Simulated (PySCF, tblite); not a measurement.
# C7H13OPSi: geometry, infrared bands and NMR shifts

Wanted: the infrared bands and NMR shifts of C7H13OPSi (`C=CCC(=C)[Si@@]1(P)CCO1`), by calculation.

The runs use tblite 0.8.0 and PySCF 2.14.0, with density-fitted response routines of our own; the level of theory stands in each step. All values are computed, except where a source is named. Atoms are numbered from 0 throughout.

## 1. The molecule as given

23 atoms, charge 0, multiplicity 1; geometry from: force field or distance geometry start.

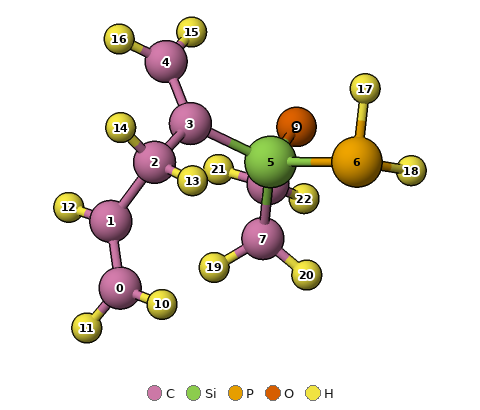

The starting geometry (carbon pink, silicon green, phosphorus amber, oxygen orange, hydrogen yellow), atoms numbered.

## 2. Optimising the geometry with GFN2-xTB

Job settings and geometry (Å):

```
{"job": {"kind": "relax", "xc": "GFN2-xTB", "basis": "xTB"}, "charge": 0, "multiplicity": 1}
C      2.732200     1.470900    -0.176200
C      2.332700     0.247600    -0.547100
C      1.780400    -0.784100     0.411000
C      0.369000    -1.195300     0.011000
C      0.147500    -2.370400    -0.611700
Si    -1.009100    -0.082600     0.514000
P     -1.322300    -0.000200     2.668000
C     -1.232500     1.495000    -0.405100
C     -2.291400     0.673300    -1.194400
O     -2.452900    -0.411500    -0.235200
H      2.642600     1.818500     0.849100
H      3.131200     2.160000    -0.904900
H      2.443500    -0.059300    -1.566700
H      1.801500    -0.422600     1.442000
H      2.438700    -1.641600     0.393000
H     -0.853000    -2.702100    -0.880200
H      0.967900    -3.026500    -0.889400
H     -1.723500    -1.354000     2.844800
H     -2.642700     0.507700     2.647700
H     -0.402300     1.856600    -1.010200
H     -1.661100     2.328200     0.168100
H     -1.962200     0.307200    -2.174100
H     -3.238700     1.212300    -1.343400
```

The run is started by

```bash
$ OMP_NUM_THREADS=1 python probes_run.py task.json out
```

The driver reads the jobs from task.json and runs them one after another.

Standard output:

```text
step      E/eV     max force
  0    -812.44002    1.957
  1    -812.60882    1.206
  2    -812.69859    0.654
  3    -812.73605    0.426
  4    -812.75818    0.308
  5    -812.76760    0.296
  6    -812.77249    0.214
  7    -812.77621    0.174
  8    -812.78082    0.173
  9    -812.78512    0.182
 10    -812.78932    0.145
 11    -812.79266    0.141
 12    -812.79588    0.144
 13    -812.79933    0.154
 14    -812.80257    0.136
 15    -812.80498    0.086
 16    -812.80667    0.103
 17    -812.80803    0.083
 18    -812.80945    0.104
 19    -812.81102    0.107
 20    -812.81254    0.092
 21    -812.81398    0.090
 22    -812.81551    0.091
 23    -812.81717    0.108
 24    -812.81873    0.089
 25    -812.81995    0.076
 26    -812.82094    0.076
 27    -812.82195    0.096
 28    -812.82303    0.077
 29    -812.82402    0.065
 30    -812.82501    0.072
 31    -812.82624    0.096
 32    -812.82789    0.117
 33    -812.82979    0.123
 34    -812.83165    0.102
 35    -812.83335    0.092
 36    -812.83498    0.139
 37    -812.83657    0.134
 38    -812.83782    0.074
 39    -812.83867    0.074
 40    -812.83947    0.066
 41    -812.84043    0.106
 42    -812.84146    0.113
 43    -812.84244    0.078
 44    -812.84343    0.064
 45    -812.84474    0.093
 46    -812.84659    0.116
 47    -812.84888    0.103
 48    -812.85095    0.138
 49    -812.85241    0.144
 50    -812.85387    0.101
 51    -812.85522    0.070
 52    -812.85651    0.061
 53    -812.85722    0.065
 54    -812.85834    0.063
 55    -812.85934    0.072
 56    -812.86037    0.056
 57    -812.86124    0.081
 58    -812.86197    0.062
 59    -812.86276    0.069
 60    -812.86349    0.048
 61    -812.86406    0.051
 62    -812.86451    0.057
 63    -812.86521    0.065
 64    -812.86595    0.071
 65    -812.86692    0.082
 66    -812.86797    0.084
 67    -812.86905    0.067
 68    -812.86999    0.078
 69    -812.87074    0.060
 70    -812.87134    0.058
 71    -812.87191    0.052
 72    -812.87263    0.057
 73    -812.87364    0.073
 74    -812.87503    0.080
 75    -812.87638    0.111
 76    -812.87860    0.128
 77    -812.88058    0.117
 78    -812.88413    0.102
 79    -812.88531    0.099
 80    -812.88706    0.084
 81    -812.88838    0.059
 82    -812.88926    0.076
 83    -812.89013    0.072
 84    -812.89082    0.053
 85    -812.89149    0.058
 86    -812.89225    0.069
 87    -812.89306    0.083
 88    -812.89410    0.065
 89    -812.89486    0.062
 90    -812.89541    0.052
 91    -812.89588    0.056
 92    -812.89631    0.057
 93    -812.89690    0.047
 94    -812.89743    0.052
 95    -812.89805    0.062
 96    -812.89879    0.071
 97    -812.89970    0.067
 98    -812.90063    0.066
 99    -812.90144    0.050
100    -812.90219    0.062
101    -812.90305    0.065
102    -812.90407    0.071
103    -812.90508    0.073
104    -812.90587    0.064
105    -812.90647    0.056
106    -812.90704    0.066
107    -812.90759    0.059
108    -812.90810    0.059
109    -812.90856    0.055
110    -812.90900    0.046
111    -812.90947    0.055
112    -812.90995    0.054
113    -812.91042    0.049
114    -812.91081    0.040
115    -812.91103    0.030
116    -812.91117    0.025
117    -812.91127    0.024
118    -812.91139    0.024
119    -812.91155    0.026
120    -812.91172    0.028
121    -812.91186    0.029
122    -812.91201    0.028
123    -812.91218    0.028
124    -812.91237    0.029
125    -812.91253    0.022
126    -812.91267    0.027
127    -812.91283    0.031
128    -812.91305    0.029
129    -812.91333    0.032
130    -812.91362    0.032
131    -812.91392    0.034
132    -812.91424    0.039
133    -812.91467    0.046
134    -812.91530    0.063
135    -812.91610    0.072
136    -812.91687    0.064
137    -812.91736    0.045
138    -812.91761    0.032
139    -812.91777    0.029
140    -812.91791    0.025
141    -812.91805    0.022
142    -812.91817    0.023
143    -812.91829    0.024
144    -812.91841    0.026
145    -812.91855    0.026
146    -812.91870    0.028
147    -812.91884    0.022
148    -812.91896    0.021
149    -812.91909    0.027
150    -812.91919    0.026
151    -812.91927    0.018
152    -812.91932    0.018
153    -812.91938    0.016
154    -812.91944    0.018
155    -812.91951    0.018
156    -812.91958    0.020
157    -812.91964    0.016
158    -812.91971    0.018
159    -812.91979    0.021
160    -812.91990    0.035
161    -812.92003    0.041
162    -812.92017    0.033
163    -812.92028    0.020
164    -812.92038    0.021
165    -812.92050    0.028
166    -812.92065    0.034
167    -812.92082    0.028
168    -812.92097    0.024
169    -812.92110    0.031
170    -812.92124    0.037
171    -812.92140    0.038
172    -812.92153    0.025
173    -812.92160    0.011
174    -812.92162    0.011
175    -812.92164    0.010
176    -812.92166    0.010
```

It took 3.6 s on 1 thread of Intel Xeon Platinum 8259CL at 2.50GHz, shared host; peak memory 0.19 GiB.

Relaxation path: (not every step is listed)

```
step  energy from step 0 (eV)  largest force (eV/Å)
   0                   0.0000                1.9569
   1                  -0.1688                1.2059
   2                  -0.2586                0.6541
   3                  -0.2960                0.4259
   4                  -0.3182                0.3084
   5                  -0.3276                0.2961
   6                  -0.3325                0.2142
   7                  -0.3362                0.1740
   8                  -0.3408                0.1728
  24                  -0.3787                0.0891
  40                  -0.3995                0.0660
  56                  -0.4203                0.0558
  72                  -0.4326                0.0570
  88                  -0.4541                0.0654
 104                  -0.4659                0.0640
 120                  -0.4717                0.0276
 136                  -0.4769                0.0638
 152                  -0.4793                0.0176
 168                  -0.4810                0.0236
 171                  -0.4814                0.0382
 172                  -0.4815                0.0252
 173                  -0.4816                0.0114
 174                  -0.4816                0.0110
 175                  -0.4816                0.0101
 176                  -0.4816                0.0097
```

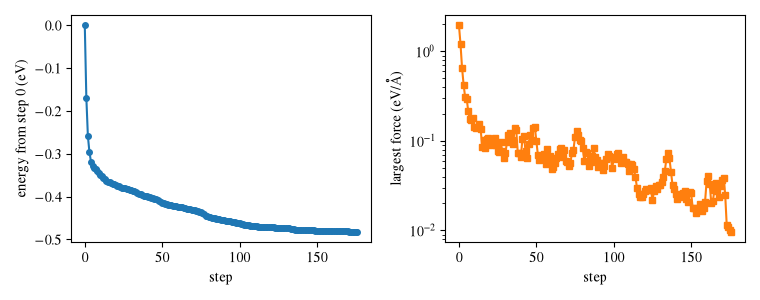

Energy and largest force along the relaxation.

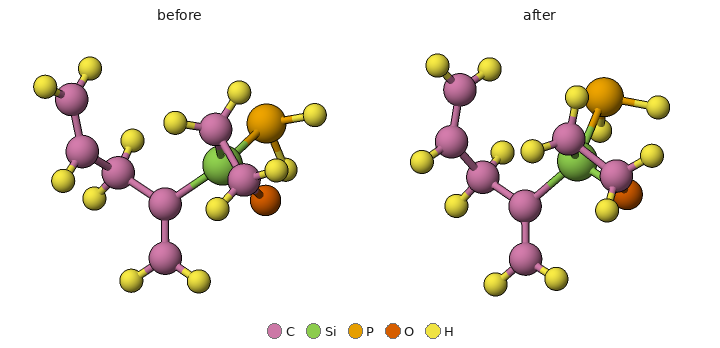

Before and after, at one scale.

Close pairs (by a distance rule), those that changed most:

```
  bond  before (Å)  after (Å)  change (Å)
Si5–P6       2.178      2.255      +0.077
Si5–C7       1.839      1.914      +0.074
C3–Si5       1.841      1.890      +0.049
P6–H17       1.423      1.383      -0.040
P6–H18       1.415      1.383      -0.032
 C8–O9       1.457      1.426      -0.031
 C7–C8       1.555      1.525      -0.031
 C3–C4       1.348      1.326      -0.023
```

The next job starts from the end point, and lists it.

## 3. Vibrational analysis with GFN2-xTB

Job settings and geometry (Å):

```
{"job": {"kind": "ir", "xc": "GFN2-xTB", "basis": "xTB"}, "charge": 0, "multiplicity": 1}
C      2.302076     1.379092     0.449618
C      2.323392     0.199845    -0.142316
C      1.761046    -1.048006     0.466684
C      0.397971    -1.304050    -0.113926
C      0.120132    -2.372167    -0.848043
Si    -0.884213     0.024592     0.289872
P     -0.746620     0.657708     2.449853
C     -1.203405     1.418373    -0.982042
C     -2.540822     0.710650    -1.171069
O     -2.423085    -0.357098    -0.233276
H      1.898662     1.501637     1.443175
H      2.689092     2.264312    -0.025080
H      2.721259     0.089102    -1.142435
H      1.661589    -0.907553     1.547041
H      2.419781    -1.898017     0.276863
H     -0.865551    -2.534780    -1.249208
H      0.860889    -3.126878    -1.067385
H     -0.430890    -0.614687     2.891069
H     -2.091824     0.475146     2.714734
H     -0.587179     1.434181    -1.873422
H     -1.297233     2.427138    -0.595327
H     -2.681594     0.291231    -2.168030
H     -3.408225     1.317212    -0.907270
```

Standard output:

```text
mode    cm-1     km/mol
  1      27.4      5.48
  2      38.8      1.03
  3      62.0      3.25
  4      84.2      0.31
  5      93.5      0.26
  6     113.1      0.76
  7     122.3      2.74
  8     142.4      4.03
  9     189.0      4.14
 10     200.8     15.59
 11     286.9      1.45
 12     310.6      2.96
 13     405.1      8.34
 14     449.3      7.73
 15     463.9     21.34
 16     579.5     67.04
 17     627.7     36.06
 18     653.8      1.40
 19     670.7     15.86
 20     694.6     24.20
 21     713.4     33.94
 22     723.1     80.35
 23     742.2     62.98
 24     861.7    169.28
 25     887.2     26.88
 26     892.7      5.70
 27     908.1     10.14
 28     918.3     21.17
 29     945.7      5.76
 30     990.6     12.33
 31    1001.0     47.35
 32    1016.8     19.72
 33    1053.6     22.42
 34    1074.9      3.01
 35    1134.0      0.29
 36    1140.1     10.89
 37    1155.4     11.99
 38    1180.0      7.59
 39    1188.0      0.63
 40    1222.1      0.58
 41    1262.9      0.36
 42    1286.8      8.99
 43    1294.1      4.78
 44    1404.6      0.43
 45    1407.2      0.81
 46    1457.4      3.56
 47    1465.0      2.98
 48    1490.4      0.92
 49    1674.1      8.46
 50    1712.7      9.12
 51    2307.1     94.45
 52    2386.5    128.01
 53    2947.6     36.18
 54    2957.3     36.95
 55    2971.1     44.63
 56    2974.4     57.51
 57    3037.2     22.85
 58    3043.3     30.39
 59    3057.7     25.40
 60    3068.4     40.36
 61    3080.7     37.10
 62    3119.3     22.15
 63    3124.9     46.38
```

It took 2.5 s on 1 thread of Intel Xeon Platinum 8259CL at 2.50GHz, shared host; peak memory 0.19 GiB.

The strongest bands and the atoms that carry them (share of the mass-weighted mode):

```
cm⁻¹  km/mol                                   atoms
 580    67.0                                Si5 41 %
 723    80.3    Si5 24 %, C7 18 %, H19 16 %, O9 11 %
 742    63.0  Si5 19 %, H17 17 %, H19 11 %, H20 10 %
 862   169.3              O9 41 %, Si5 24 %, C7 16 %
1001    47.4                        C8 44 %, O9 35 %
2307    94.5                      H17 58 %, H18 40 %
2386   128.0                      H18 57 %, H17 39 %
2974    57.5                      H22 48 %, H21 47 %
```

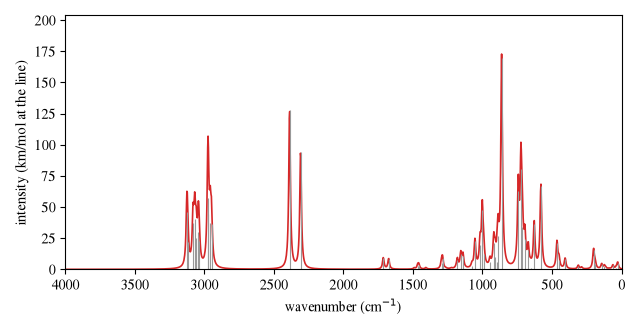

The infrared spectrum from these modes, unscaled. Lines are broadened to a width of 14 cm⁻¹ (Lorentzian).

## 4. NMR shieldings: PBE0/pcSseg-1

Same as in step 3 but for these lines:

```diff
@@ -1,2 +1,2 @@
-{"job": {"kind": "ir", "xc": "GFN2-xTB", "basis": "xTB"}, "charge": 0, "multiplicity": 1}
+{"job": {"kind": "nmr", "xc": "PBE0", "basis": "pcSseg-1"}, "charge": 0, "multiplicity": 1}
 C      2.302076     1.379092     0.449618
```

Level: GIAO PBE0/pcSseg-1 NMR shielding, non-relativistic, gas phase.

Standard output:

```text
coarse grid: 20000 points
cycle   1  E = -979.6792489462  dE =  1.313e+00  |g| = 7.828e-01  |ddm| = 4.371e+00
cycle   2  E = -979.5256956523  dE =  1.536e-01  |g| = 1.198e+00  |ddm| = 2.118e+00
cycle   3  E = -979.8028840837  dE = -2.772e-01  |g| = 1.617e-01  |ddm| = 1.530e+00
cycle   4  E = -979.8081920765  dE = -5.308e-03  |g| = 4.449e-02  |ddm| = 1.856e-01
cycle   5  E = -979.8086020016  dE = -4.099e-04  |g| = 1.755e-02  |ddm| = 5.246e-02
cycle   6  E = -979.8086715447  dE = -6.954e-05  |g| = 5.916e-03  |ddm| = 1.990e-02
cycle   7  E = -979.8086799147  dE = -8.370e-06  |g| = 1.574e-03  |ddm| = 6.146e-03
final grid: 183352 points
cycle   8  E = -979.8804437250  dE = -5.000e-05  |g| = 1.250e-02  |ddm| = 4.291e-02
cycle   9  E = -979.8804150761  dE =  2.865e-05  |g| = 1.760e-02  |ddm| = 2.398e-02
cycle  10  E = -979.8804773951  dE = -6.232e-05  |g| = 2.135e-03  |ddm| = 1.481e-02
cycle  11  E = -979.8804783327  dE = -9.376e-07  |g| = 2.452e-04  |ddm| = 2.192e-03
cycle  12  E = -979.8804783426  dE = -9.980e-09  |g| = 1.310e-04  |ddm| = 4.034e-04
cycle  13  E = -979.8804783466  dE = -3.942e-09  |g| = 4.681e-05  |ddm| = 1.626e-04
cycle  14  E = -979.8804783471  dE = -5.125e-10  |g| = 1.596e-05  |ddm| = 5.901e-05
converged SCF energy = -979.8804783471

GIAO shielding tensors (ppm)
atom      isotropic    diamagn.    paramagn.     s11        s22        s33       span
  0 C       61.421     255.932    -194.511    -48.016     74.140    158.140    206.157
  1 C       41.228     259.271    -218.042    -83.110     49.509    157.285    240.395
  2 C      139.883     248.610    -108.727    125.090    142.331    152.229     27.139
  3 C       29.019     267.271    -238.252    -82.515     15.328    154.243    236.758
  4 C       54.360     253.737    -199.377    -55.695     61.928    156.847    212.543
  5 Si     301.164     880.982    -579.818    242.316    299.968    361.208    118.892
  6 P      585.240     969.549    -384.309    519.656    598.308    637.756    118.099
  7 C      158.405     256.150     -97.745    120.901    165.250    189.065     68.164
  8 C      117.421     249.891    -132.470     87.154     99.139    165.970     78.816
  9 O      249.044     399.433    -150.389    196.708    230.481    319.943    123.235
 10 H       25.961      32.207      -6.247     21.924     26.425     29.533      7.609
 11 H       26.465      30.045      -3.580     23.645     26.260     29.491      5.846
 12 H       25.712      32.538      -6.826     22.866     26.525     27.744      4.879
 13 H       28.764      32.618      -3.854     25.722     29.853     30.716      4.994
 14 H       28.848      31.966      -3.118     25.870     27.263     33.411      7.540
 15 H       25.847      32.752      -6.905     22.833     24.123     30.585      7.752
 16 H       25.598      31.524      -5.925     22.257     25.119     29.419      7.163
 17 H       30.156      32.065      -1.908     25.040     28.666     36.762     11.722
 18 H       30.068      30.901      -0.833     24.953     26.958     38.292     13.339
 19 H       29.664      34.083      -4.418     26.898     28.172     33.923      7.025
 20 H       29.607      32.966      -3.358     27.134     28.018     33.669      6.535
 21 H       27.059      30.540      -3.480     22.963     25.500     32.715      9.752
 22 H       26.971      29.446      -2.475     22.892     25.431     32.591      9.699
```

It took 85 s on 1 thread of Intel Xeon Platinum 8259CL at 2.50GHz, shared host; peak memory 1.2 GiB.

The references, computed at this level on geometries of the same kind, shield at (ppm): 1H TMS 31.72, 13C TMS 186.9, 29Si TMS 349.2, 17O H2O 336.1, 31P H3PO4 318.4. Their shielding less the atom's gives the shift. The references are single molecules in the gas phase, so shifts against H2O, NH3, PH3, H3PO4 or CFCl3 are not on the usual liquid scales and can be off by tens of ppm. Atoms listed in one row are averaged.

```
   atoms                                        environment  σ (ppm)  δ (ppm)  δ scaled to CDCl3
      C3                    fully substituted alkene carbon     29.0    157.9              152.2
      C1                                          alkene CH     41.2    145.7              140.3
      C4                               terminal =CH2 carbon     54.4    132.6              127.5
      C0                               terminal =CH2 carbon     61.4    125.5              120.6
      C8                                sp3 CH2 bonded to O    117.4     69.5               65.9
      C2                                    allylic sp3 CH2    139.9     47.0               44.0
      C7                               sp3 CH2 bonded to Si    158.4     28.5               25.9
     H16                 hydrogen on a terminal =CH2 carbon    25.60     6.12               5.87
     H12                           hydrogen on an alkene CH    25.71     6.01               5.77
     H15                 hydrogen on a terminal =CH2 carbon    25.85     5.87               5.64
     H10                 hydrogen on a terminal =CH2 carbon    25.96     5.76               5.53
     H11                 hydrogen on a terminal =CH2 carbon    26.47     5.25               5.06
     H22                 hydrogen on an sp3 CH2 bonded to O    26.97     4.75               4.58
     H21                 hydrogen on an sp3 CH2 bonded to O    27.06     4.66               4.50
     H13                     hydrogen on an allylic sp3 CH2    28.76     2.95               2.89
     H14                     hydrogen on an allylic sp3 CH2    28.85     2.87               2.81
     H20                hydrogen on an sp3 CH2 bonded to Si    29.61     2.11               2.09
     H19                hydrogen on an sp3 CH2 bonded to Si    29.66     2.05               2.04
H17, H18              hydrogen on a phosphorus bonded to Si    30.11     1.61                  –
     Si5  silicon bonded to 2 C, O, P, in a 4-membered ring    301.2     48.0                  –
      P6                       phosphorus bonded to Si, 2 H    585.2   -266.9                  –
      O9       oxygen bonded to C, Si, in a 4-membered ring    249.0     87.0                  –
```

The scaled column applies a straight-line fit of computed shieldings to shifts measured in CDCl3 (root-mean-square error 0.16 ppm for H, 1.9 ppm for C).

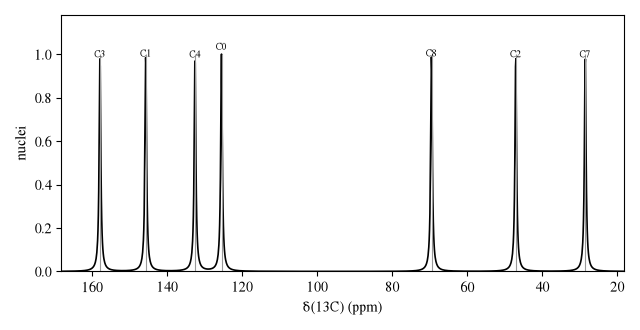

13C lines at the computed shifts, without couplings. Lines are broadened to a width of 0.52 ppm (Lorentzian).

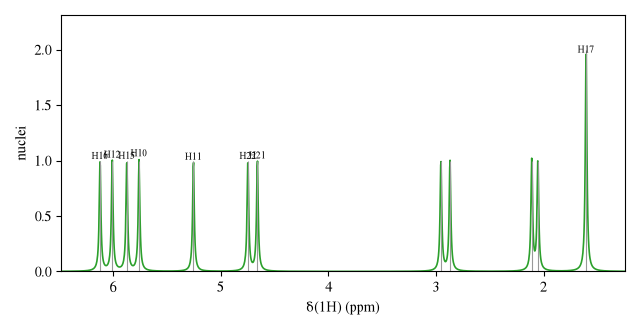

1H lines at the computed shifts, without couplings. Lines are broadened to a width of 0.02 ppm (Lorentzian).

Charges from the same density, by scheme (e):

```
atoms  Mulliken    IAO  Hirshfeld  ESP fit
   C0     -0.16  -0.32      -0.10    -0.51
   C1     -0.23  -0.13      -0.03     0.01
   C2     -0.10  -0.26      -0.07    -0.30
   C3     -0.58  -0.26      -0.09    -0.16
   C4     -0.07  -0.29      -0.09    -0.39
  Si5      0.98   1.07       0.39     0.87
   P6     -0.27  -0.14      -0.02    -0.41
   C7     -0.55  -0.57      -0.18    -0.44
   C8      0.07  -0.05       0.00     0.31
   O9     -0.61  -0.67      -0.26    -0.63
```

Hirshfeld charges:

C0 -0.10; C1 -0.03; C2 -0.07; C3 -0.09; C4 -0.09; Si5 0.39; P6 -0.02; C7 -0.18; C8 0.00; O9 -0.26; H10 0.03; H11 0.05; H12 0.05; H13 0.04; H14 0.05; H15 0.05; H16 0.05; H17 -0.01; H18 0.00; H19 0.04; H20 0.04; H21 0.04; H22 0.04

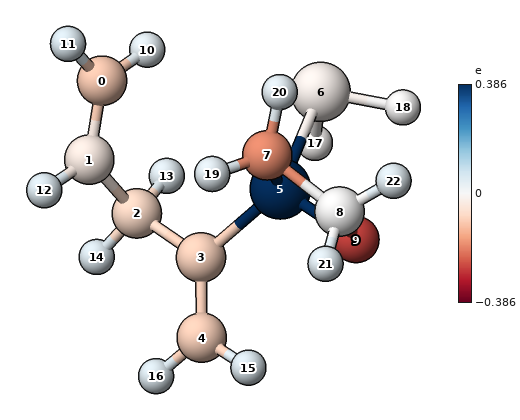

Hirshfeld charges, as colours on the atoms.

Mayer bond orders: C0–C1 1.96, C1–C2 1.01, C2–C3 1.01, C3–C4 1.99, C3–Si5 0.81, Si5–P6 0.99, Si5–C7 0.91, C7–C8 1.01, C8–O9 0.88, O9–Si5 1.01.

Ring of atoms Si5, C7, C8, O9: NICS(0) -1.9, NICS(1) -0.2, NICS(1)zz 2.7 ppm (means of both faces).

## 5. Results

| quantity | value |
| --- | --- |
| strongest single infrared mode (GFN2-xTB) | 862 cm⁻¹, 169 km/mol |
| zero-point energy (GFN2-xTB) | 112.2 kcal/mol |
| 13C shifts against TMS (PBE0/pcSseg-1) | 157.9, 145.7, 132.6, 125.5, 69.5, 47.0, 28.5 ppm |
| 1H shifts against TMS (PBE0/pcSseg-1, means over atoms taken as alike) | 6.12, 6.01, 5.87, 5.76, 5.25, 4.75, 4.66, 2.95, 2.87, 2.11, 2.05, 1.61 ppm |
| 29Si shifts against TMS (PBE0/pcSseg-1) | 48.0 ppm |
| 31P shifts against H3PO4 (PBE0/pcSseg-1) | -266.9 ppm |
| 17O shifts against H2O (PBE0/pcSseg-1) | 87.0 ppm |

In words: Over 176 steps the energy fell by 0.482 eV; of the close pairs, Si5–P6 changed most, 2.178 to 2.255 Å. All 63 modes are real, so the xTB geometry is a minimum. The strongest single mode, at 862 cm⁻¹, is carried by O9, Si5, C7. GFN2-xTB is a fitted tight-binding method: band positions and strengths are rough. Its intensities can rank the bands wrongly.
